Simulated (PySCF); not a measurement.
```xyz
18

C     2.6113   -0.0264    0.6506
C     2.1427    0.3723   -0.5190
C     1.2744   -0.4554   -1.3977
P    -0.4518    0.3096   -1.5078
C    -1.4544   -1.0548   -0.7893
C    -1.0282   -0.0285    0.2240
Si   -2.3145    1.1205    0.9843
H     3.2187    0.6117    1.2693
H     2.4186   -1.0168    1.0323
H     2.3536    1.3712   -0.8791
H     1.6675   -0.4650   -2.4190
H     1.2064   -1.4824   -1.0328
H    -2.4993   -1.0650   -1.0733
H    -1.0168   -2.0444   -0.7450
H    -0.2230   -0.3377    0.8842
H    -1.6257    2.2532    1.6023
H    -3.2257    1.5771   -0.0658
H    -3.0625    0.3670    1.9970
```

Geometry: GFN2-xTB.

Theory: PySCF, PBE0/def2-SVPD, SCF density, gas phase.

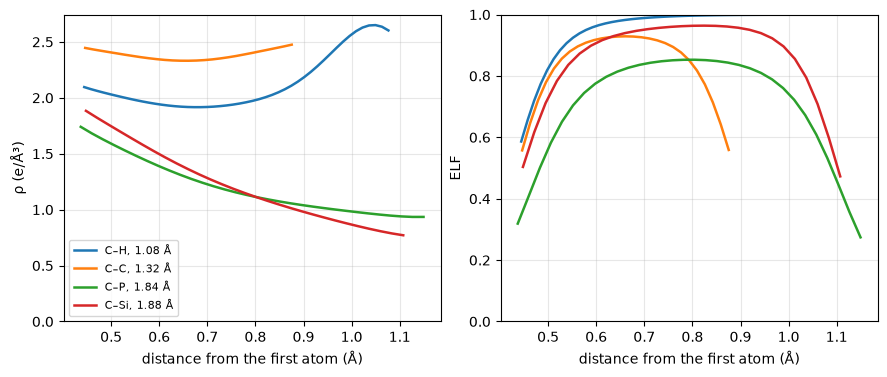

C₅H₁₁PSi. Total electron density and ELF along straight lines between neighbouring atoms. The curves leave out the atomic cores.

Question: What kind of bonding do the profiles show?

Answer: C–H (1.08 Å): ρ at the midpoint is about 2 e/Å³; the ELF climbs to about 1 towards the hydrogen, as it does in any bond to H; a covalent bond by its length.
C–C (1.32 Å): ρ at the midpoint is about 2.3 e/Å³; the ELF peaks at about 0.95 between the atoms; a short, multiple covalent bond.
C–P (1.84 Å): ρ is about 1 e/Å³ halfway; the ELF peaks at about 0.85 between the atoms: a covalent bond.
C–Si (1.88 Å): ρ at the midpoint is about 0.93 e/Å³; the ELF peaks at about 0.95 between the atoms (a shared electron pair).
